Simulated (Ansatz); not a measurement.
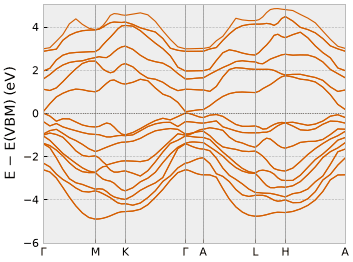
Figure: Band structure from plane-wave PAW r²SCAN with spin–orbit coupling (Ansatz code)

Q: Read off the gap and where the band edges lie.

A: About 0.1 eV (0.07 eV by a search for the band edges); maximum at Γ, minimum at Γ.

The material is Bi2Te3 (La2O3 or Ni2Al3 type, space group No. 164).

Space group P-3m1 (La2O3 or Ni2Al3 type). The cell is a constructed one: a structure type filled with these elements; neither database checked (COD, Materials Project) lists it. It is not the phase usual at ambient conditions (space group No. 166). Symmetry was held in the r²SCAN relaxation; whether a distortion lowers the energy is not shown.

Potentials: the later of the program's two PAW sets.
